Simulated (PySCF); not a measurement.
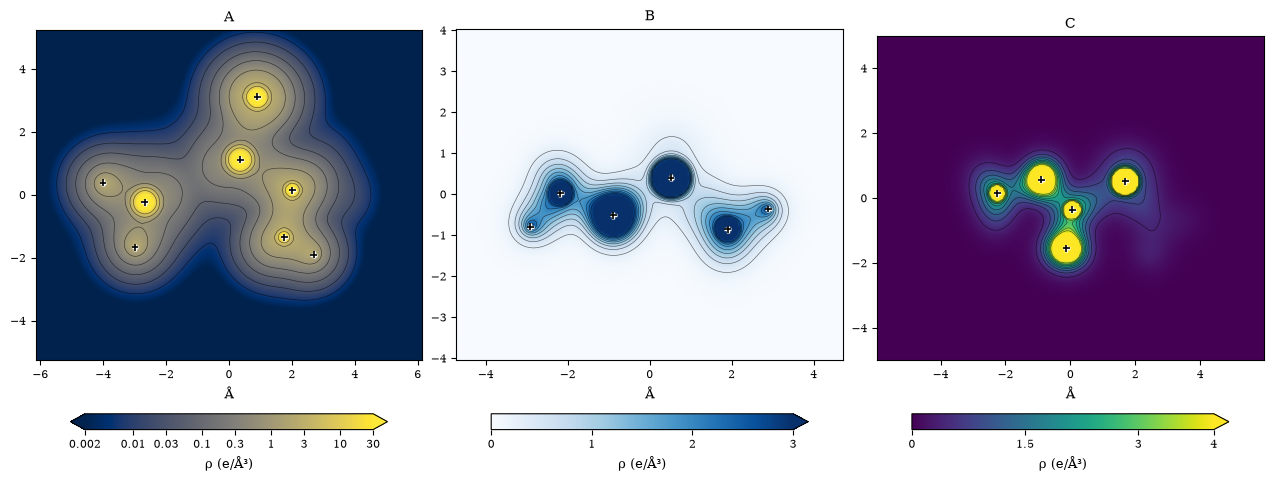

The total electron density of 3 systems, each on a plane through atoms (crosses mark nuclei in the plane).

These are results of PBE0/pcSseg-1, SCF density, gas phase, non-relativistic in PySCF, not measurements.

System 1: C4H12OSi (Si(OMe)Me3), the plane of atoms O2, Si1 and C15. Geometry: PBE0-D3(BJ)/def2-SVP.

```yaml
atoms:
  - { symbol: Si, position_ang: [-0.1576, -0.2581, -0.2145] }
  - { symbol: O, position_ang: [-0.1338, -0.2022, 1.4632] }
  - { symbol: C, position_ang: [0.4664, 0.8103, 2.2105] }
  - { symbol: H, position_ang: [1.5469, 0.9137, 1.9938] }
  - { symbol: H, position_ang: [0.3652, 0.5763, 3.2822] }
  - { symbol: H, position_ang: [-0.0040, 1.7976, 2.0388] }
  - { symbol: C, position_ang: [1.6015, -0.2820, -0.8712] }
  - { symbol: H, position_ang: [2.1719, -1.1150, -0.4309] }
  - { symbol: H, position_ang: [2.1369, 0.6538, -0.6451] }
  - { symbol: H, position_ang: [1.6086, -0.4085, -1.9658] }
  - { symbol: C, position_ang: [-1.0721, 1.2376, -0.8885] }
  - { symbol: H, position_ang: [-2.0796, 1.3107, -0.4499] }
  - { symbol: H, position_ang: [-1.1835, 1.1673, -1.9826] }
  - { symbol: H, position_ang: [-0.5379, 2.1760, -0.6704] }
  - { symbol: C, position_ang: [-1.0547, -1.8406, -0.6338] }
  - { symbol: H, position_ang: [-2.0672, -1.8408, -0.2017] }
  - { symbol: H, position_ang: [-0.5153, -2.7122, -0.2325] }
  - { symbol: H, position_ang: [-1.1479, -1.9668, -1.7240] }
```

System 2: C3H13ClSi4 (SMILES CC(C)[Si]1(Cl)[SiH2][SiH2][SiH2]1), the plane of atoms C2, Si4 and Cl5. Geometry: GFN2-xTB.

```yaml
atoms:
  - { symbol: C, position_ang: [-2.3854, -1.1814, 0.5178] }
  - { symbol: C, position_ang: [-1.6546, 0.0153, -0.0863] }
  - { symbol: C, position_ang: [-1.4567, 1.0963, 0.9708] }
  - { symbol: Si, position_ang: [0.0441, -0.4939, -0.8385] }
  - { symbol: Cl, position_ang: [-0.4199, -1.8058, -2.3657] }
  - { symbol: Si, position_ang: [1.6341, -1.2786, 0.7453] }
  - { symbol: Si, position_ang: [3.0094, 0.5600, 0.2035] }
  - { symbol: Si, position_ang: [1.4878, 1.2931, -1.4430] }
  - { symbol: H, position_ang: [-1.8066, -1.6090, 1.3355] }
  - { symbol: H, position_ang: [-3.3570, -0.8813, 0.9099] }
  - { symbol: H, position_ang: [-2.5457, -1.9555, -0.2297] }
  - { symbol: H, position_ang: [-2.2896, 0.4306, -0.8778] }
  - { symbol: H, position_ang: [-2.4144, 1.4097, 1.3847] }
  - { symbol: H, position_ang: [-0.9665, 1.9718, 0.5495] }
  - { symbol: H, position_ang: [-0.8429, 0.7226, 1.7888] }
  - { symbol: H, position_ang: [2.2097, -2.6093, 0.5168] }
  - { symbol: H, position_ang: [1.1753, -1.3635, 2.1406] }
  - { symbol: H, position_ang: [4.3649, 0.2377, -0.2615] }
  - { symbol: H, position_ang: [3.2665, 1.5024, 1.3014] }
  - { symbol: H, position_ang: [0.9496, 2.6522, -1.2854] }
  - { symbol: H, position_ang: [1.9891, 1.3035, -2.8224] }
```

System 3: C5H10FO2PSi, the plane of atoms O4, C3 and P5. Geometry: GFN2-xTB.

```yaml
atoms:
  - { symbol: C, position_ang: [2.8733, 0.0645, 0.9883] }
  - { symbol: O, position_ang: [1.7108, -0.6380, 0.5576] }
  - { symbol: C, position_ang: [1.2121, -0.3506, -0.6409] }
  - { symbol: O, position_ang: [1.6568, 0.4510, -1.4164] }
  - { symbol: P, position_ang: [-0.2321, -1.4884, -0.9111] }
  - { symbol: C, position_ang: [-1.1162, -0.3978, -2.1507] }
  - { symbol: C, position_ang: [-1.6666, 0.4769, -1.0251] }
  - { symbol: F, position_ang: [-2.9840, 0.8424, -1.1928] }
  - { symbol: C, position_ang: [-1.4498, -0.5003, 0.1338] }
  - { symbol: Si, position_ang: [-0.9835, 0.2120, 1.8383] }
  - { symbol: H, position_ang: [3.4682, 0.3645, 0.1243] }
  - { symbol: H, position_ang: [2.5759, 0.9494, 1.5531] }
  - { symbol: H, position_ang: [3.4349, -0.6144, 1.6258] }
  - { symbol: H, position_ang: [-0.4839, 0.1004, -2.8841] }
  - { symbol: H, position_ang: [-1.9145, -0.9439, -2.6530] }
  - { symbol: H, position_ang: [-1.1069, 1.4112, -0.9097] }
  - { symbol: H, position_ang: [-2.3404, -1.1313, 0.2217] }
  - { symbol: H, position_ang: [-0.3341, -0.8270, 2.6309] }
  - { symbol: H, position_ang: [-2.2223, 0.6633, 2.4717] }
  - { symbol: H, position_ang: [-0.1028, 1.3667, 1.6352] }
```

**Which map belongs to which system?**

Panel A is system 2, C3H13ClSi4: the plane holds C, Si, Cl and H. C–C (1.52 Å): the density is about 1.6 e/Å³ at the midpoint. Panel B is system 1, C4H12OSi: the plane holds Si, O, C and H. C–O (1.39 Å): the density is about 2.1 e/Å³ at the midpoint, with its minimum of 1.8 e/Å³ about 0.5 Å from C. Panel C is system 3, C5H10FO2PSi: the plane holds C, O and P. C–O (1.20 Å): ρ at the midpoint is about 3.4 e/Å³.
